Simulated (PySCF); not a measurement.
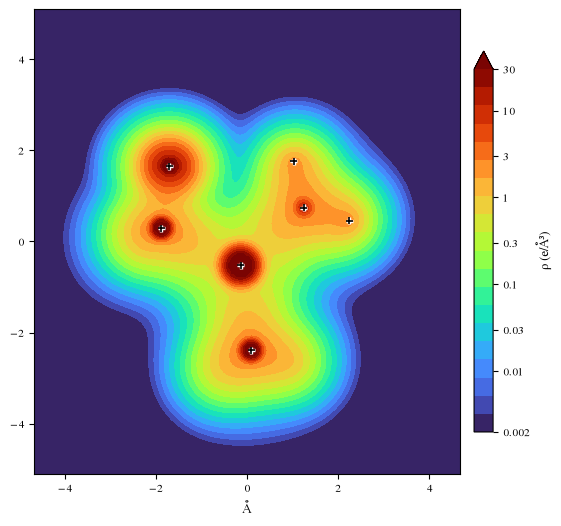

The total electron density on a plane through atoms (crosses mark nuclei in the plane).

These are results of PBE0/def2-SVPD, SCF density, gas phase in PySCF, not measurements.

Candidates:
A. C3H7ClFSi (SMILES C[Si+](CF)CCl) (charge +1)
B. C3H5N3S (SMILES CSc1ncn[nH]1)

Question: Which candidate gave the map?

Answer: Candidate A: C3H7ClFSi on the plane of atoms Si2, C3 and F4, which holds C, Si, F and H. C–F (1.37 Å): ρ is about 2.1 e/Å³ halfway, with its minimum of 1.6 e/Å³ about 0.5 Å from C. C–Si (1.88 Å): ρ is about 0.96 e/Å³ halfway.
